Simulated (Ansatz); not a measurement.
C₂H₆N₂Si

```xyz
11

C    -1.5352    1.8005   -0.8734
N    -0.9102    0.8611   -1.4733
C    -0.2790   -0.1710   -0.7625
N     0.4585    0.0470    0.2598
Si    1.4013   -1.2176    1.1395
H    -1.6743    1.8207    0.2119
H    -1.9452    2.6202   -1.4569
H    -0.4499   -1.1512   -1.2233
H     1.1775   -2.6037    0.5723
H     2.8585   -0.8745    1.0534
H     0.9633   -1.1884    2.5733
```

Method: Ansatz, RKS PBE0-D4/6-31G.

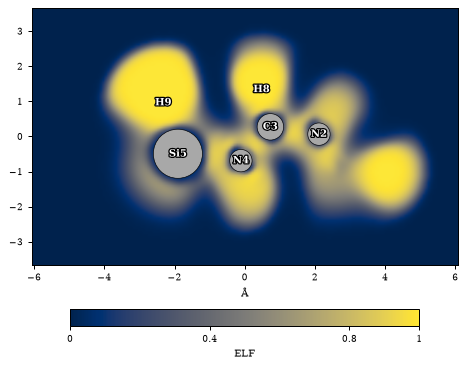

Figure 1. Electron localisation function on the plane of atoms N4, Si5 and H9. Grey discs cover the atomic cores.

Q: What do the fields say about this system?

A: The section cuts through N, C, Si and H sites.
C–N (1.28 Å): the ELF peaks at about 0.90 between the atoms; localised, covalent bonding.
Si–N (1.81 Å): the ELF peaks at about 0.90 between the atoms: a polar covalent bond.
C–H (1.10 Å): the ELF climbs to about 1 towards the hydrogen, as it does in any bond to H (a covalent bond by its length).
C–N (1.40 Å): the ELF peaks at about 0.90 between the atoms, as expected for localised, covalent bonding.
Si–H (1.51 Å): the ELF climbs to about 1 towards the hydrogen.
The ELF also peaks beside N4 and N2, away from the bonds: lone-pair regions.

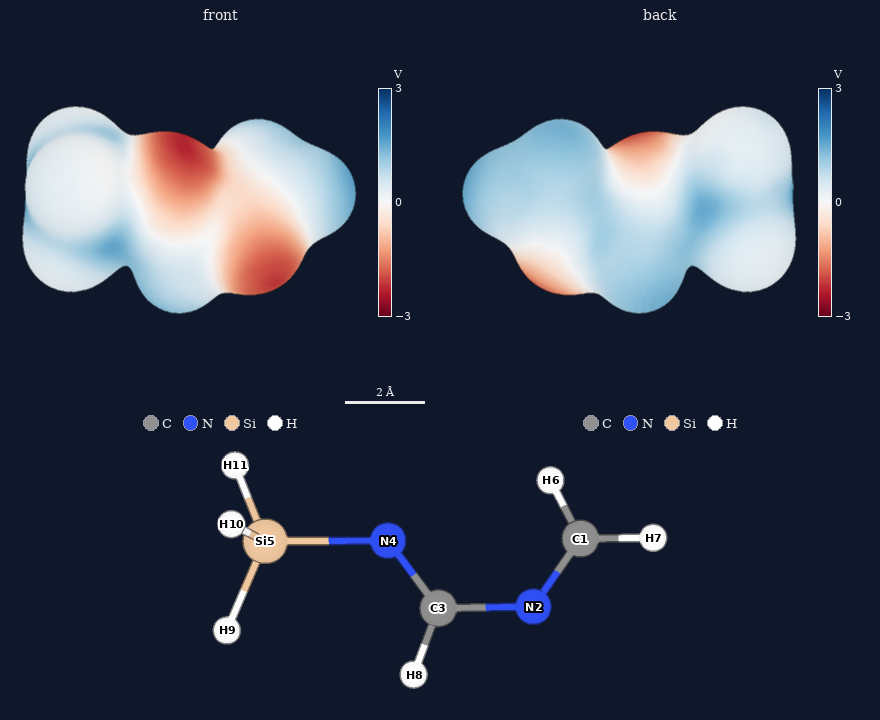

Figure 2. The molecular electrostatic potential painted on the density surface at 0.004 e/bohr³, seen from the front and from behind; the colour scale runs from red (negative) to blue (positive). The bare structure is drawn below in the same view.

Q: Where is the surface potential most negative and most positive?

A: The most negative region (about −2.3 V, or −53 kcal/mol for a unit charge) lies over N4, the most positive (about +1.7 V, or +39 kcal/mol for a unit charge) over Si5. N4 is the likeliest acceptor of a hydrogen bond.

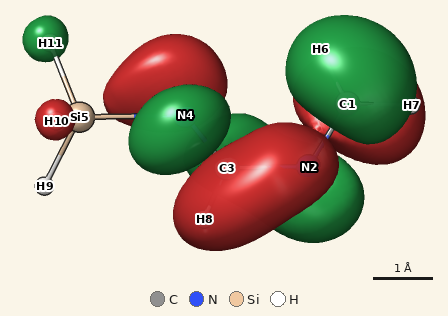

Figure 3. The LUMO at ±0.08 Å⁻³ᐟ² (green and red are the two phases), seen at a tilt.

Q: Where does this orbital lie, and at what energy?

A: Its weight (Hirshfeld) is mainly on C1 (about 35 %), N2 (about 20 %), N4 (about 15 %) and C3 (about 15 %). Its energy is −1.41 eV.
